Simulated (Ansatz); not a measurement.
**C₃H₁₂GaN: single-point calculation**

System: C₃H₁₂GaN, SMILES C[NH2+][GaH-]([CH3])[CH3].
Method: RKS PBE0-D4/def2-TZVPP (Ansatz 0.2.0).

The geometry comes from this level: PBE0-D4/def2-TZVP.

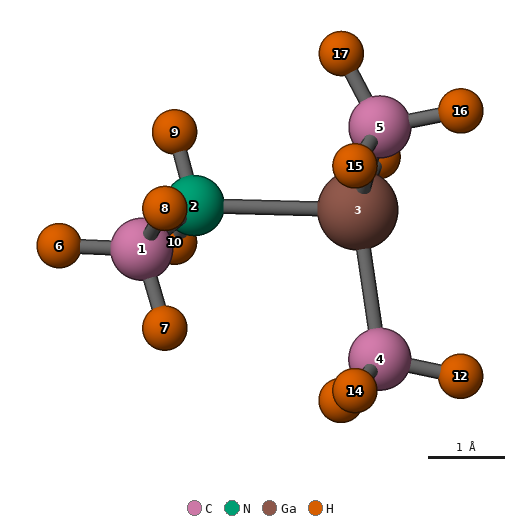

Fig. 1: The structure as given in the input (ball-and-stick view, seen at an oblique angle; atoms are numbered from 1 in the order of the input). Sticks mark near contacts. Bond lengths as drawn: C–Ga 1.99 Å, C–H 1.09 Å, C–N 1.46 Å, Ga–H 1.59 Å, Ga–N 2.16 Å and H–N 1.01 Å.

### Results in brief

| quantity | value |
| --- | --- |
| outcome | converged |
| total energy | −57164.8425 eV |
| mean-field energy | −57164.5388 eV |
| dispersion energy | −0.3037 eV |
| SCF solution under orbital rotations | stable |
| HOMO | −6.84 eV |
| LUMO | 0.27 eV |
| hardware | 8 threads of Arm Neoverse V2, 23 GiB of memory available, shared host |
| wall time | 3.1 s (CPU time 21 s) |
| peak memory | 1.2 GiB |

### The input
```yaml
crystal:
  periodic: [false, false, false]
  atoms:
    - {symbol: C, position_ang: [0.651720, 1.433702, -1.193558]}
    - {symbol: N, position_ang: [1.180286, 0.872936, 0.052067]}
    - {symbol: Ga, position_ang: [-0.007072, -0.712555, 0.912214]}
    - {symbol: C, position_ang: [0.061838, -2.042095, -0.571658]}
    - {symbol: C, position_ang: [-1.717123, 0.263894, 1.222985]}
    - {symbol: H, position_ang: [1.278726, 2.232494, -1.598309]}
    - {symbol: H, position_ang: [0.569297, 0.636557, -1.931842]}
    - {symbol: H, position_ang: [-0.348076, 1.824991, -1.007546]}
    - {symbol: H, position_ang: [1.264697, 1.591207, 0.762939]}
    - {symbol: H, position_ang: [2.110715, 0.495241, -0.089442]}
    - {symbol: H, position_ang: [0.930685, -0.971402, 2.174401]}
    - {symbol: H, position_ang: [-0.366694, -2.992262, -0.240156]}
    - {symbol: H, position_ang: [1.086113, -2.253722, -0.893257]}
    - {symbol: H, position_ang: [-0.511600, -1.721412, -1.446126]}
    - {symbol: H, position_ang: [-2.232624, 0.509770, 0.290158]}
    - {symbol: H, position_ang: [-2.399221, -0.357759, 1.810047]}
    - {symbol: H, position_ang: [-1.570669, 1.190014, 1.787083]}
basis:
  gaussian: {orbitals: def2-TZVPP}
hamiltonian: {xc: pbe0, dispersion: d4}
output: {orbitals: {seedname: orbitals}}
```

Run as:
```bash
ansatz run in.yaml --threads 8 --pin off --events-out ev --progress --plain --max-ram 18278MiB
```

### Output
```
Functional definition: PBE0
  name "PBE0"
  cite "Adamo & Barone, J. Chem. Phys. 110, 6158 (1999) doi:10.1063/1.478522"
  cite "Perdew, Burke & Ernzerhof, Phys. Rev. Lett. 77, 3865 (1996) doi:10.1103/PhysRevLett.77.3865"
  parent pbe
  parameter a = 0.25
  parameter kappa = 0.804
  parameter beta = 0.06672455060314922
  exchange = (1 - a)*pbe_x(kappa = kappa, mu = beta*pi^2/3) + a*exact_x
  correlation = pbe_c(beta = beta)
1816 factors; their error is unknown
mean field evaluation 1: about -57148.1866 eV, gradient 8.8e1 eV
mean field evaluation 2: about -57139.6077 eV, gradient 1.0e2 eV
mean field evaluation 4: about -57164.3202 eV, gradient 4.6e0 eV
mean field evaluation 8: about -57164.3645 eV, gradient 6.6e-2 eV
mean field evaluation 16: about -57164.5387 eV, gradient 2.3e-5 eV
mean field -57164.53873611 eV, -2100.7580510361 hartree, gradient 2.3e-5 eV, S^2 0.000000; 0 other end points of the search recorded, 0 dependent functions left out
reference -57164.53877560 eV, -2100.7580524871 hartree; 34, 34 occupied and 306, 306 virtual orbitals, 1816 factors
Total energy: -57164.84248815 eV, -2100.7692137174 hartree
```

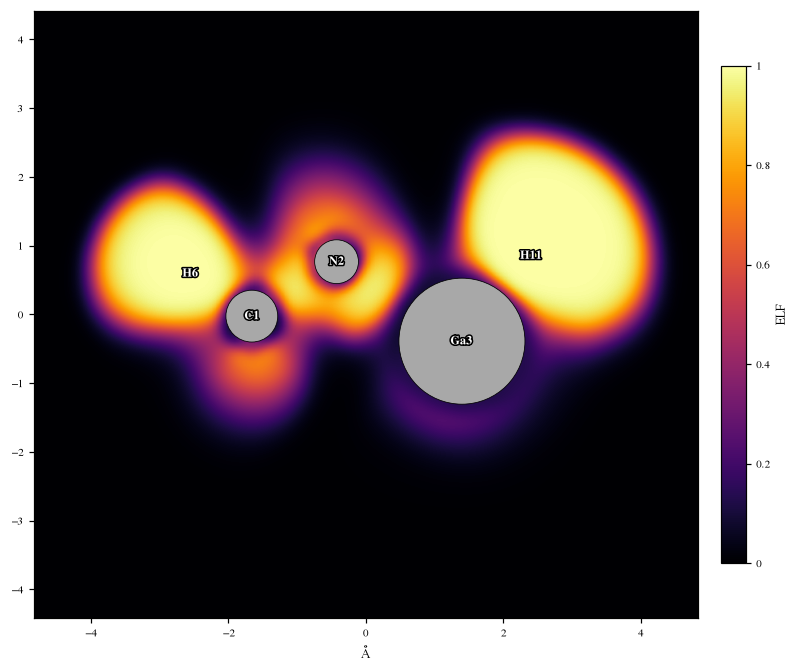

Fig. 2: ELF on the plane of atoms C1, N2 and Ga3. Grey discs, where drawn, cover atomic cores. Atoms in the plane: C, N, Ga and H. Ga–N (2.16 Å): the ELF peaks at about 0.95 in the valence shell of N, 0.6 Å from its nucleus, and is about 0.35 at the midpoint. Ga–H (1.59 Å): the ELF climbs to about 1 towards the hydrogen.

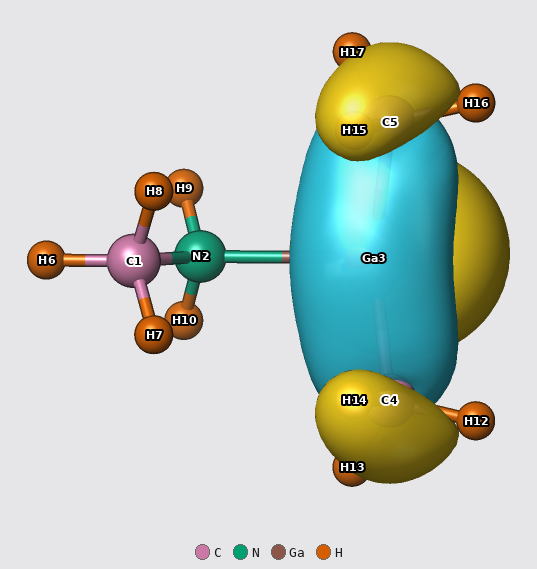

Fig. 3: One frontier orbital at ±0.1 Å⁻³ᐟ² (yellow and cyan are the two phases), seen face on. The HOMO−1, at −6.98 eV. It lies mainly on H11 (35 %), Ga3 (30 %), C5 (10 %) and C4 (10 %).

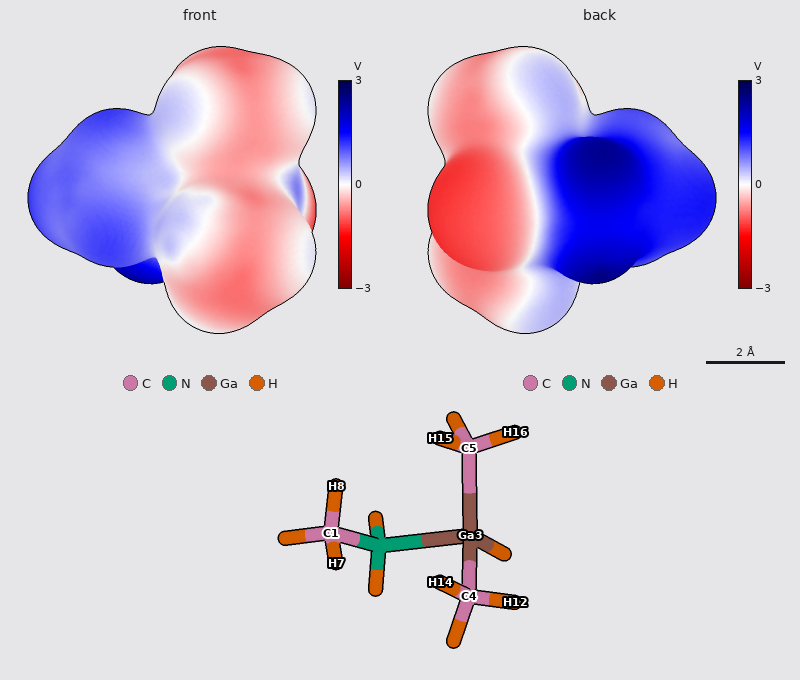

Fig. 4: The electrostatic potential painted on the density surface at 0.002 e/bohr³, seen at a tilt and from behind; the colour scale runs from red (negative) to blue (positive). The bare structure is drawn below in the same view.

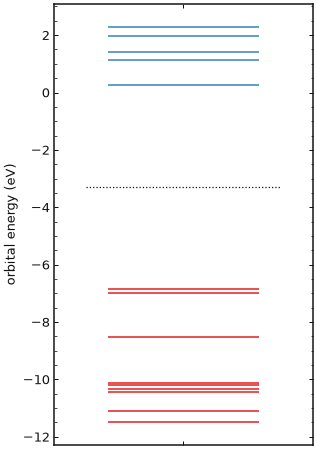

Fig. 5: Orbital energies near the frontier; the dotted line parts filled from empty levels, and levels within 0.02 eV of each other stand side by side. Highest filled −6.84 eV, lowest empty 0.27 eV, 7.11 eV apart.
